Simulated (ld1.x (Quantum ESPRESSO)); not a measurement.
**A TM potential for Sn, from input to tests**

Aim: build the potential from the settings below, then test how well it stands in for the atom: other configurations, scattering, ghost states and the plane-wave cutoff that it needs.

The numbers are computed with ld1.x (Quantum ESPRESSO) 7.5 (PBE, fully relativistic, spin-unpolarised reference atom).

## Step 1: Settings

The settings as typed:

```
element                 : tin (Sn, Z = 50)
type                    : norm-conserving Troullier–Martins (Kleinman–Bylander form)
frozen core             : [Kr] 4d10
valence charge          : 4
reference configuration : 5s1.5 5p2.5
partial waves           : 5p (bound): rc 2.50 bohr; 5d channel at 0.1 Ry: rc 2.35 bohr; 5s (bound): rc 2.10 bohr
local potential         : the s channel
core correction         : not asked for
```

The nodes and maxima of the atom's own shells, from an earlier all-electron run, set the scale for the radii.

All-electron outer shells of the reference configuration (PBE, scalar-relativistic, ld1.x):

```csv
shell,level (eV),outermost node (bohr),outermost maximum (bohr)
4p,-90.48,0.41,0.79
4d,-26.59,0.39,0.88
5s,-10.99,0.98,2.01
5p,-4.01,1.09,2.52
```

## Step 2: Generation

Contents of Sn.in:

```
 &input
   title='Sn', zed=50., rel=2, dft='PBE', iswitch=3,
   config='[Kr] 4d10 5s1.5 5p2.5 5d-2', rel_dist='average',
   nld=5, rlderiv=2.70, eminld=-3.0, emaxld=5.0, deld=0.02
 /
 &inputp
   pseudotype=2, tm=.true., lloc=0,
   nlcc=.false.,
   file_pseudopw='Sn.UPF', file_wfcaegen='ae.wfc', file_wfcncgen='nc.wfc', file_beta='beta', file_chi='chi'
 /
3
5P  2  1   2.50   0.00  2.50  2.50  0.0
5D  3  2  -2.00   0.10  2.35  2.35  0.0
5S  1  0   1.50   0.00  2.10  2.10  0.0
 &test
   configts(1)='5s1.5 5p2.5'
 /
```

Run with:

```
$ ld1.x < Sn.in > Sn.out
```

Output in Sn.out (without the banner and most projector matrices):

```text
     Program LD1 v.7.5
     --------------------------- All-electron run ----------------------------

     Sn
     dirac relativistic calculation

     atomic number is 50.00
     dft =PBE   lsd =0 sic =0 latt =0  beta=0.20 tr2=1.0E-14
     Exchange-correlation= PBE
                           (   1   4   3   4   0   0   0)
     mesh =1243 r(mesh) = 100.78374 a.u. xmin = -7.00 dx = 0.01250
     1 Ry =  13.60569312 eV, c = 137.03599908

     n l j   nl                  e(Ry)          e(Ha)          e(eV)
     Spin orbit split results
     1 0 0.5 1S 1( 2.00)     -2131.1631     -1065.5815    -28995.9507
     2 0 0.5 2S 1( 2.00)      -321.6799      -160.8400     -4376.6780
     2 1 0.5 2P 1( 2.00)      -300.4692      -150.2346     -4088.0922
     2 1 1.5 2P 1( 4.00)      -283.5177      -141.7588     -3857.4545
     3 0 0.5 3S 1( 2.00)       -62.1254       -31.0627      -845.2595
     3 1 0.5 3P 1( 2.00)       -53.5118       -26.7559      -728.0648
     3 1 1.5 3P 1( 4.00)       -50.4163       -25.2082      -685.9493
     4 0 0.5 4S 1( 2.00)        -9.8936        -4.9468      -134.6088
     4 1 0.5 4P 1( 2.00)        -7.0306        -3.5153       -95.6568
     4 1 1.5 4P 1( 4.00)        -6.4744        -3.2372       -88.0881
     3 2 1.5 3D 1( 4.00)       -35.1988       -17.5994      -478.9041
     3 2 2.5 3D 1( 6.00)       -34.5599       -17.2800      -470.2114
     4 2 1.5 4D 1( 4.00)        -1.9989        -0.9994       -27.1962
     4 2 2.5 4D 1( 6.00)        -1.9222        -0.9611       -26.1527
     5 0 0.5 5S 1( 1.50)        -0.8073        -0.4037       -10.9841
     5 1 0.5 5P 1( 0.83)        -0.3185        -0.1592        -4.3328
     5 1 1.5 5P 1( 1.67)        -0.2843        -0.1422        -3.8687
     Averaged results
     1 0     1S 1( 2.00)     -2131.1631     -1065.5815    -28995.9507
     2 0     2S 1( 2.00)      -321.6799      -160.8400     -4376.6780
     2 1     2P 1( 6.00)      -289.1682      -144.5841     -3934.3337
     3 0     3S 1( 2.00)       -62.1254       -31.0627      -845.2595
     3 1     3P 1( 6.00)       -51.4482       -25.7241      -699.9878
     4 0     4S 1( 2.00)        -9.8936        -4.9468      -134.6088
     4 1     4P 1( 6.00)        -6.6598        -3.3299       -90.6110
     3 2     3D 1(10.00)       -34.8155       -17.4077      -473.6885
     4 2     4D 1(10.00)        -1.9529        -0.9764       -26.5701
     5 0     5S 1( 1.50)        -0.8073        -0.4037       -10.9841
     5 1     5P 1( 2.50)        -0.2957        -0.1479        -4.0234

     final scf error:  3.5E-15 reached in  31 iterations

     Etot =  -12357.756726 Ry,   -6178.878363 Ha, -168135.845697 eV

     Ekin =   13012.714773 Ry,    6506.357386 Ha,  177047.003898 eV
     Encl =  -29995.556953 Ry,  -14997.778477 Ha, -408110.342961 eV
     Eh   =    4955.477769 Ry,    2477.738885 Ha,   67422.709804 eV
     Exc  =    -330.392314 Ry,    -165.196157 Ha,   -4495.216437 eV

     normalization and overlap integrals

     s(1S/1S) =  1.000000  <r> =   0.0291  <r2> =    0.0011  r(max) =   0.0188
     s(2S/2S) =  1.000000  <r> =   0.1251  <r2> =    0.0185  r(max) =   0.1068
     s(2P/2P) =  1.000000  <r> =   0.1058  <r2> =    0.0138  r(max) =   0.0821
     s(2P/2P) =  1.000000  <r> =   0.1112  <r2> =    0.0151  r(max) =   0.0863
     s(3S/3S) =  1.000000  <r> =   0.3391  <r2> =    0.1316  r(max) =   0.3090
     s(3P/3P) =  1.000000  <r> =   0.3299  <r2> =    0.1265  r(max) =   0.2939
     s(3P/3P) =  1.000000  <r> =   0.3411  <r2> =    0.1350  r(max) =   0.3051
     s(4S/4S) =  1.000000  <r> =   0.8186  <r2> =    0.7585  r(max) =   0.7505
     s(4P/4P) =  1.000000  <r> =   0.8656  <r2> =    0.8564  r(max) =   0.7695
     s(4P/4P) =  1.000000  <r> =   0.8953  <r2> =    0.9163  r(max) =   0.7989
     s(3D/3D) =  1.000000  <r> =   0.3125  <r2> =    0.1160  r(max) =   0.2498
     s(3D/3D) =  1.000000  <r> =   0.3161  <r2> =    0.1186  r(max) =   0.2530
     s(4D/4D) =  1.000000  <r> =   1.0888  <r2> =    1.4099  r(max) =   0.8829
     s(4D/4D) =  1.000000  <r> =   1.1034  <r2> =    1.4490  r(max) =   0.8940
     s(5S/5S) =  1.000000  <r> =   2.3799  <r2> =    6.4704  r(max) =   2.0147
     s(5P/5P) =  1.000000  <r> =   3.0897  <r2> =   11.1624  r(max) =   2.4608
     s(5P/5P) =  1.000000  <r> =   3.2400  <r2> =   12.2878  r(max) =   2.5869

     ------------------------ End of All-electron run ------------------------

     --------------------- Generating NC pseudopotential ---------------------

      Generating local pot.: lloc=0, matching radius rcloc =   2.1000

     Fully relativistic calculation: |psi|^2

     Wfc 5P LC norm =  0.99995819 SC norm =  0.00004163 missing  0.00000019

     Wfc 5P LC norm =  0.99996214 SC norm =  0.00003352 missing  0.00000433

      Wfc   5P  rcut= 2.492  Using Troullier-Martins method

      Wfc   5P  rcut= 2.492  Using Troullier-Martins method

      Wfc   5D  rcut= 2.370  Using Troullier-Martins method

      Wfc   5D  rcut= 2.370  Using Troullier-Martins method

     ------------------- End of pseudopotential generation -------------------

     [... the all-electron block is printed once more ...]


     Computing logarithmic derivative in   2.70269
     Computing logarithmic derivative in   2.70269
     Computing the partial wave expansion
       no projector for channel:   0
     R is outside the sphere for l=    1 j= 0.50
     R is outside the sphere for l=    1 j= 1.50
     R is outside the sphere for l=    2 j= 1.50
     R is outside the sphere for l=    2 j= 2.50

     ---------------------- Testing the pseudopotential ----------------------

     Sn
     dirac relativistic calculation

     atomic number is 50.00   valence charge is  4.00
     dft =PBE   lsd =0 sic =0 latt =0  beta=0.20 tr2=1.0E-14
     mesh =1243 r(mesh) = 100.78374 xmin = -7.00 dx = 0.01250

     n l  j  nl             e AE (Ry)       e PS (Ry)    De AE-PS (Ry)
     1 0 0.5 5S   1( 1.50)       -0.80732       -0.80732        0.00000
     2 1 0.5 5P   1( 0.83)       -0.31846       -0.31846       -0.00000
     2 1 1.5 5P   1( 1.67)       -0.28435       -0.28435        0.00000

     eps = 4.8E-16  iter = 19

     Etot =  -12357.756726 Ry,   -6178.878363 Ha, -168135.845697 eV
     Etotps =    -6.476073 Ry,      -3.238036 Ha,     -88.111456 eV

     Ekin =       2.191071 Ry,       1.095535 Ha,      29.811039 eV
     Encl =     -12.116510 Ry,      -6.058255 Ha,    -164.853523 eV
     Ehrt =       5.026682 Ry,       2.513341 Ha,      68.391489 eV
     Ecxc =      -1.725783 Ry,      -0.862891 Ha,     -23.480469 eV
     Epseu=       0.148468 Ry,       0.074234 Ha,       2.020008 eV

     ---------------------- End of pseudopotential test ----------------------
```

Wall time 1.4 s (1 thread, shared host). (Generation and the later configuration tests together.)

## Step 3: Transferability test

Contents of Sn.test.in:

```
 &input
   title='Sn', zed=50., rel=2, dft='PBE', iswitch=2,
   config='[Kr] 4d10 5s1.5 5p2.5 5d-2', rel_dist='average'
 /
 &test
   file_pseudo='Sn.UPF', nconf=8,
   configts(1)='5s1.5 5p2.5',
   configts(2)='5s2 5p2',
   configts(3)='5s2 5p1',
   configts(4)='5s2 5p0',
   configts(5)='5s2 5p1.5',
   configts(6)='5s1 5p0',
   configts(7)='5s2 5p2.3',
   configts(8)='5s1 5p2'
 /
```

Run with:

```
$ ld1.x < Sn.test.in > Sn.test.out
```

Sn.test.out, the pseudopotential blocks:

```text
     ---------------------- Testing the pseudopotential ----------------------

     Sn
     dirac relativistic calculation

     atomic number is 50.00   valence charge is  4.00
     dft =PBE   lsd =0 sic =0 latt =0  beta=0.20 tr2=1.0E-14
     mesh =1243 r(mesh) = 100.78374 xmin = -7.00 dx = 0.01250

     n l  j  nl             e AE (Ry)       e PS (Ry)    De AE-PS (Ry)
     1 0 0.5 5S   1( 1.50)       -0.80732       -0.80732        0.00000
     2 1 0.5 5P   1( 0.83)       -0.31846       -0.31846       -0.00000
     2 1 1.5 5P   1( 1.67)       -0.28435       -0.28435        0.00000

     eps = 4.8E-16  iter = 19

     Etot =  -12357.756726 Ry,   -6178.878363 Ha, -168135.845697 eV
     Etotps =    -6.476073 Ry,      -3.238036 Ha,     -88.111456 eV

     Ekin =       2.191071 Ry,       1.095535 Ha,      29.811039 eV
     Encl =     -12.116510 Ry,      -6.058255 Ha,    -164.853523 eV
     Ehrt =       5.026682 Ry,       2.513341 Ha,      68.391489 eV
     Ecxc =      -1.725783 Ry,      -0.862891 Ha,     -23.480469 eV
     Epseu=       0.148468 Ry,       0.074234 Ha,       2.020008 eV

     ---------------------- End of pseudopotential test ----------------------

     ---------------------- Testing the pseudopotential ----------------------

     Sn
     [...]
     n l  j  nl             e AE (Ry)       e PS (Ry)    De AE-PS (Ry)
     1 0 0.5 5S   1( 2.00)       -0.77473       -0.77534        0.00060
     2 1 0.5 5P   1( 0.67)       -0.29404       -0.29381       -0.00023
     2 1 1.5 5P   1( 1.33)       -0.26140       -0.26110       -0.00030

     eps = 2.3E-15  iter = 19

     Etot =  -12358.010263 Ry,   -6179.005131 Ha, -168139.295243 eV
     Etotps =    -6.729843 Ry,      -3.364922 Ha,     -91.564183 eV
     dEtot_ae =      -0.253537 Ry
     dEtot_ps =      -0.253771 Ry,   Delta E=       0.000234 Ry

     [...]
     ---------------------- End of pseudopotential test ----------------------

     ---------------------- Testing the pseudopotential ----------------------

     Sn
     [...]
     n l  j  nl             e AE (Ry)       e PS (Ry)    De AE-PS (Ry)
     1 0 0.5 5S   1( 2.00)       -1.30857       -1.31017        0.00159
     2 1 0.5 5P   1( 0.33)       -0.78260       -0.78232       -0.00029
     2 1 1.5 5P   1( 0.67)       -0.74072       -0.74015       -0.00057

     eps = 3.5E-15  iter = 12

     Etot =  -12357.504046 Ry,   -6178.752023 Ha, -168132.407813 eV
     Etotps =    -6.223963 Ry,      -3.111981 Ha,     -84.681324 eV
     dEtot_ae =       0.252680 Ry
     dEtot_ps =       0.252110 Ry,   Delta E=       0.000570 Ry

     [...]
     ---------------------- End of pseudopotential test ----------------------

     ---------------------- Testing the pseudopotential ----------------------

     Sn
     [...]
     n l  j  nl             e AE (Ry)       e PS (Ry)    De AE-PS (Ry)
     1 0 0.5 5S   1( 2.00)       -1.91723       -1.91748        0.00025
     2 1 0.5 5P   1( 0.00)       -1.34336       -1.33931       -0.00405
     2 1 1.5 5P   1( 0.00)       -1.29161       -1.28687       -0.00474

     eps = 2.9E-15  iter = 12

     Etot =  -12356.477228 Ry,   -6178.238614 Ha, -168118.437247 eV
     Etotps =    -5.198891 Ry,      -2.599446 Ha,     -70.734518 eV
     dEtot_ae =       1.279497 Ry
     dEtot_ps =       1.277181 Ry,   Delta E=       0.002316 Ry

     [...]
     ---------------------- End of pseudopotential test ----------------------

     ---------------------- Testing the pseudopotential ----------------------

     Sn
     [...]
     n l  j  nl             e AE (Ry)       e PS (Ry)    De AE-PS (Ry)
     1 0 0.5 5S   1( 2.00)       -1.03015       -1.03117        0.00103
     2 1 0.5 5P   1( 0.50)       -0.52740       -0.52718       -0.00022
     2 1 1.5 5P   1( 1.00)       -0.49022       -0.48984       -0.00038

     eps = 6.3E-16  iter = 14

     Etot =  -12357.817565 Ry,   -6178.908783 Ha, -168136.673465 eV
     Etotps =    -6.537296 Ry,      -3.268648 Ha,     -88.944446 eV
     dEtot_ae =      -0.060840 Ry
     dEtot_ps =      -0.061224 Ry,   Delta E=       0.000384 Ry

     [...]
     ---------------------- End of pseudopotential test ----------------------

     ---------------------- Testing the pseudopotential ----------------------

     Sn
     [...]
     n l  j  nl             e AE (Ry)       e PS (Ry)    De AE-PS (Ry)
     1 0 0.5 5S   1( 1.00)       -2.64252       -2.61814       -0.02438  !
     2 1 0.5 5P   1( 0.00)       -2.01331       -1.98771       -0.02560  !
     2 1 1.5 5P   1( 0.00)       -1.94972       -1.92414       -0.02558  !

     eps = 8.9E-16  iter = 12

     Etot =  -12354.200940 Ry,   -6177.100470 Ha, -168087.466773 eV
     Etotps =    -2.930875 Ry,      -1.465438 Ha,     -39.876589 eV
     dEtot_ae =       3.555785 Ry
     dEtot_ps =       3.545197 Ry,   Delta E=       0.010588 Ry

     [...]
     ---------------------- End of pseudopotential test ----------------------

     ---------------------- Testing the pseudopotential ----------------------

     Sn
     [...]
     n l  j  nl             e AE (Ry)       e PS (Ry)    De AE-PS (Ry)
     1 0 0.5 5S   1( 2.00)       -0.63588       -0.63637        0.00049
     2 1 0.5 5P   1( 0.77)       -0.16734       -0.16717       -0.00017
     2 1 1.5 5P   1( 1.53)       -0.13736       -0.13715       -0.00021

     eps = 3.0E-15  iter = 21

     Etot =  -12358.072924 Ry,   -6179.036462 Ha, -168140.147800 eV
     Etotps =    -6.792428 Ry,      -3.396214 Ha,     -92.415686 eV
     dEtot_ae =      -0.316199 Ry
     dEtot_ps =      -0.316355 Ry,   Delta E=       0.000156 Ry

     [...]
     ---------------------- End of pseudopotential test ----------------------

     ---------------------- Testing the pseudopotential ----------------------

     Sn
     [...]
     n l  j  nl             e AE (Ry)       e PS (Ry)    De AE-PS (Ry)
     1 0 0.5 5S   1( 1.00)       -1.37374       -1.37285       -0.00089
     2 1 0.5 5P   1( 0.67)       -0.83578       -0.83602        0.00024
     2 1 1.5 5P   1( 1.33)       -0.79166       -0.79203        0.00037

     eps = 6.8E-16  iter = 14

     Etot =  -12356.943307 Ry,   -6178.471654 Ha, -168124.778577 eV
     Etotps =    -5.662707 Ry,      -2.831354 Ha,     -77.045058 eV
     dEtot_ae =       0.813418 Ry
     dEtot_ps =       0.813365 Ry,   Delta E=       0.000053 Ry

     [...]
     ---------------------- End of pseudopotential test ----------------------
```

The tests as a table, with energies relative to 5s1.5 5p2.5.

| valence configuration | charge | ΔE all-electron (eV) | error AE − PS (meV) |
| --- | --- | --- | --- |
| 5s2 5p2 | 0 | -3.450 | +3.2 |
| 5s2 5p1 | +1 | 3.438 | +7.8 |
| 5s2 5p0 | +2 | 17.408 | +32 |
| 5s2 5p1.5 | +0.5 | -0.828 | +5.2 |
| 5s1 5p0 | +3 | 48.379 | +144 |
| 5s2 5p2.3 | -0.3 | -4.302 | +2.1 |
| 5s1 5p2 | +1 | 11.067 | +0.7 |

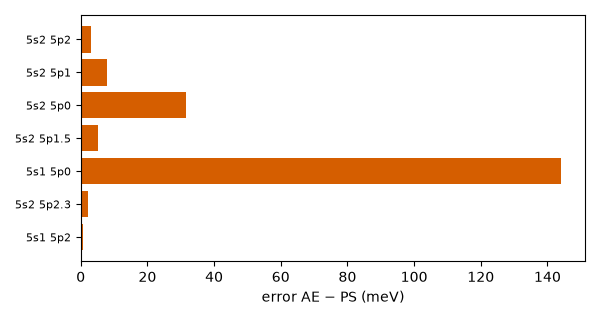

Error of the potential in each test configuration.

## Step 4: Logarithmic derivatives

Taken from the files of the generation run. The phase is arctan(r·u′/u) with u = r·R, unwrapped, with energies in Ry. A pole is an energy at which the radial function vanishes at the test radius. The pseudo phase is shifted by a multiple of π to meet the all-electron one at the reference energy. Levels narrower than the energy grid can be missing from the poles. The last column is the largest difference on the grid between −1 and +1 Ry.

```tsv
channel	radius (bohr)	reference (Ry)	poles AE	poles PS	window around the reference with phases within 0.05 rad (Ry)	largest difference near zero (rad)
s	2.70	-0.81	0.37	0.35	below 2.3	0.006
p1/2	2.70	-0.32	1.44	1.40	below 3.5	0.004
p3/2	2.70	-0.28	1.63	1.56	below 3.3	0.005
d3/2	2.70	0.10	-1.95, 3.71	2.97	-1.6 to 0.7	0.082
d5/2	2.70	0.10	-1.86, 3.76	2.97	-1.5 to 0.7	0.085
```

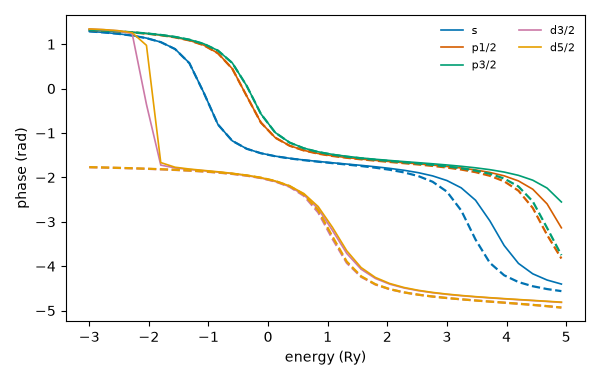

All-electron (solid) and pseudo (dashed) phases against energy.

## Step 5: Plane-wave convergence, by spherical Bessel functions

This step uses the generator's waves and projectors in a separate script. Basis: spherical Bessel functions vanishing at 20 bohr, q² up to the cutoff; potential fixed at the reference.

All-electron valence levels (Ry): 5p1/2 -0.3185, 5p3/2 -0.2843, 5s -0.8073. The lowest levels of each channel (Ry) by cutoff; the last column sums, over occupied levels, occupation times the distance from the level at 400 Ry. A positive value at high cutoff is not a bound level.

| cutoff (Ry) | p1/2 #1 | p3/2 #1 | d3/2 #1 | d5/2 #1 | s #1 | f #1 | Σ f·Δε (mRy) |
| --- | --- | --- | --- | --- | --- | --- | --- |
| 8 | -0.3112 | -0.2788 | 0.0327 | 0.0340 | -0.7906 | 0.1048 | 40.3 |
| 10 | -0.3151 | -0.2821 | 0.0302 | 0.0324 | -0.7985 | 0.1048 | 19.7 |
| 15 | -0.3181 | -0.2841 | -0.1051 | -0.0120 | -0.7999 | 0.1048 | 11.9 |
| 18 | -0.3181 | -0.2841 | -2.7610 | -1.3655 | -0.8022 | 0.1048 | 8.4 |
| 21 | -0.3182 | -0.2841 | -5.5653 | -3.6099 | -0.8043 | 0.1048 | 5.1 |
| 25 | -0.3184 | -0.2843 | -7.8210 | -5.5982 | -0.8059 | 0.1048 | 2.3 |
| 30 | -0.3184 | -0.2843 | -9.7820 | -7.4565 | -0.8069 | 0.1048 | 0.6 |
| 35 | -0.3185 | -0.2843 | -10.5721 | -8.2939 | -0.8070 | 0.1048 | 0.4 |
| 40 | -0.3185 | -0.2843 | -10.8819 | -8.6673 | -0.8071 | 0.1048 | 0.4 |
| 400 | -0.3185 | -0.2843 | -11.1999 | -9.0661 | -0.8073 | 0.1048 | 0.0 |

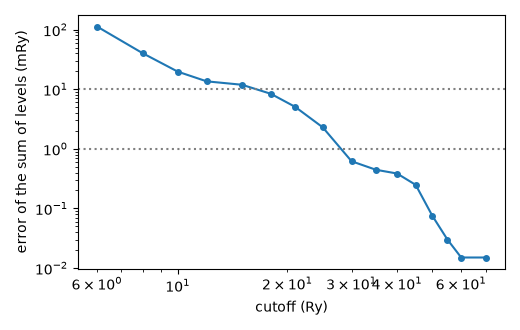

Occupation-weighted error of the valence levels against the cutoff; the dotted lines mark 10 and 1 mRy.

The sum stays within 10 mRy from 18 Ry and within 1 mRy from 30 Ry. The sum leaves out empty levels, which can need more. Ghost test: ghost states, bound below the all-electron valence or empty levels of the same l: d3/2 at -152.4 eV, d5/2 at -123.4 eV.

## Step 6: Summary of results

| quantity | value |
| --- | --- |
| cutoffs for 10 and 1 mRy, occupied levels | 18 Ry and 30 Ry |
| bound ghosts | d3/2 at -152.38 eV, d5/2 at -123.35 eV |
| largest test error (AE − PS) | +144 meV, for 5s1 5p0 |
| largest phase difference near zero energy, channels read | 0.085 rad |

In words: A bound ghost (d3/2, d5/2) makes it unfit for use: electrons can fall into a state that the atom doesn't have. By total energies transferability is fair for so large an energy: the largest error is 144 meV on 48.4 eV, for 5s1 5p0. That test lies far up in energy; among those under 40 eV, nearer to bonding, the largest error is 32 meV. By its cutoff, 18 Ry for the looser tolerance, it is soft on the atom at that tolerance. The slowest occupied level is 5s: taken alone it needs 30 Ry to come within 1 mRy, against 15 Ry for 5p. Of the channels read, d5/2 scatters worst near zero energy, by up to 0.08 rad.
